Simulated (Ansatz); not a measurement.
# BH2O2F (SMILES OB(O)F) at revPBE/def2-SVPD

What is the vertical ionisation energy of BH2O2F at revPBE/def2-SVPD? 

The calculation is run with Ansatz 0.2.0.

57 further runs of the same task are left out: 57 set aside as unsound or not needed.

## 1. The system as given

BH2O2F has 6 atoms, charge 0, and is taken as a singlet. SMILES: `OB(O)F`. Geometry: relaxed at PBE0-D4/def2-TZVP. This is one conformer, not always the lowest.

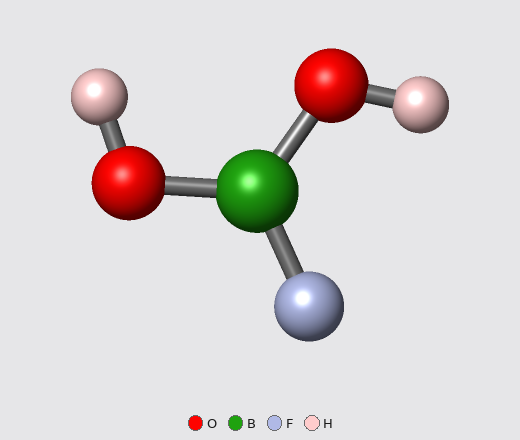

Viewed from a chosen angle; oxygen red, boron green, fluorine light blue, hydrogen pink.

## 2. A single-point energy at revPBE/def2-SVPD

Contents of molecule.yaml:

```yaml
crystal:
  periodic: [false, false, false]
  atoms:
    - {symbol: O, position_ang: [-0.477500, 0.971000, -0.208400]}
    - {symbol: B, position_ang: [-0.023800, -0.307500, -0.106500]}
    - {symbol: O, position_ang: [0.989400, -0.635200, 0.726100]}
    - {symbol: F, position_ang: [-0.573100, -1.280600, -0.833200]}
    - {symbol: H, position_ang: [-1.198900, 1.066100, -0.834300]}
    - {symbol: H, position_ang: [1.326000, 0.122200, 1.210000]}
basis:
  gaussian: {orbitals: def2-SVPD}
hamiltonian: {xc: {name: revPBE}}
accuracy: high
output: {orbitals: {seedname: orbitals}}
```

On the command line:

```bash
$ ansatz run molecule.yaml --threads 1 --pin off --max-ram 3480MiB --events-out events.jsonl --progress --plain --runs-dir runs
```

The program printed:

```text
Warning: RAYON_NUM_THREADS=1 ignored (pool sized by the plan → 1); use --threads N
Functional definition: revPBE
  name "revPBE"
  parameter kappa = 1.245
  parameter beta = 0.06672455060314922
  exchange = pbe_x(kappa = kappa, mu = beta*pi^2/3)
  correlation = pbe_c(beta = beta)
2074 factors; integrals over basis functions are off by at most 3.5e-9 eV
mean field evaluation 1: about -7507.3452 eV, gradient 7.5e1 eV
mean field evaluation 2: about -7478.6263 eV, gradient 1.4e2 eV
mean field evaluation 4: about -7516.6683 eV, gradient 1.1e1 eV
mean field evaluation 8: about -7516.8352 eV, gradient 5.4e-2 eV
mean field evaluation 16: about -7516.8352 eV, gradient 1.9e-6 eV
mean field -7516.83524291 eV, -276.2386000829 hartree, gradient 2.0e-8 eV, S^2 0.000000; 0 other end points of the search recorded, 0 dependent functions left out
reference -7516.83524753 eV, -276.2386002527 hartree; 16, 16 occupied and 89, 89 virtual orbitals, 2074 factors
Total energy: -7516.83524753 eV, -276.2386002527 hartree
```

Run time: 9.3 s. Hardware: 1 thread of Arm Neoverse N1, shared host; peak memory 0.26 GiB.

## 3. The doublet cation

Contents of run.yaml:

```yaml
crystal:
  periodic: [false, false, false]
  atoms:
    - symbol: O
      position_ang: [-0.477500, 0.971000, -0.208400]
    - symbol: B
      position_ang: [-0.023800, -0.307500, -0.106500]
    - symbol: O
      position_ang: [0.989400, -0.635200, 0.726100]
    - symbol: F
      position_ang: [-0.573100, -1.280600, -0.833200]
    - symbol: H
      position_ang: [-1.198900, 1.066100, -0.834300]
    - symbol: H
      position_ang: [1.326000, 0.122200, 1.210000]
basis:
  gaussian: {orbitals: def2-SVPD}
accuracy: high
total_charge: 1
magnetization: {spin_polarized: true, initial_magnetization: 1}
hamiltonian: {xc: {name: revPBE}}
output: {orbitals: {seedname: orbitals}}
```

On the command line:

```bash
$ ansatz run run.yaml --threads 1 --pin off --max-ram 3480MiB --events-out events.jsonl --progress --plain --runs-dir runs
```

The program printed, cut to the lines that bear on the results:

```text
Warning: RAYON_NUM_THREADS=1 ignored (pool sized by the plan → 1); use --threads N
[... 6 set-up lines as earlier in the session ...]
2074 factors; integrals over basis functions are off by at most 3.5e-9 eV
mean field evaluation 1: about -7491.7663 eV, gradient 6.3e1 eV
mean field evaluation 2: about -7453.5143 eV, gradient 1.2e2 eV
mean field evaluation 4: about -7504.3827 eV, gradient 7.8e0 eV
mean field evaluation 8: about -7498.3926 eV, gradient 3.4e1 eV
mean field evaluation 16: about -7504.6728 eV, gradient 2.2e-1 eV
mean field evaluation 32: about -7500.8046 eV, gradient 2.0e1 eV
mean field evaluation 64: about -7503.9070 eV, gradient 2.5e-1 eV
mean field -7504.67549345 eV, -275.7917375324 hartree, gradient 1.9e-8 eV, S^2 0.756104; 8 other end points of the search recorded, 0 dependent functions left out
reference -7504.67549874 eV, -275.7917377270 hartree; 16, 15 occupied and 89, 90 virtual orbitals, 2074 factors
Total energy: -7504.67549874 eV, -275.7917377270 hartree
```

Wall time 42 s (1 thread of Arm Neoverse N1, shared host); peak memory 0.35 GiB.

## 4. Results

Level: revPBE/def2-SVPD.

| quantity | value |
| --- | --- |
| singlet BH2O2F: total energy | -276.23860 Eh |
| singlet BH2O2F: HOMO energy | -8.08 eV |
| singlet BH2O2F: LUMO energy | -0.89 eV |
| singlet BH2O2F: HOMO–LUMO gap | 7.19 eV |
| doublet cation: total energy | -275.79174 Eh |
| doublet cation: HOMO energy (highest over α and β) | -16.30 eV |
| doublet cation: LUMO energy (lowest over α and β) | -16.23 eV |
| doublet cation: ⟨S²⟩ | 0.756 |
| vertical ionisation energy (to the doublet cation) | 12.160 eV |

In words: The vertical ionisation energy comes to 12.16 eV (1173 kJ/mol). −ε(HOMO) before ionisation, 8.08 eV, is 4.08 eV below this ionisation energy.
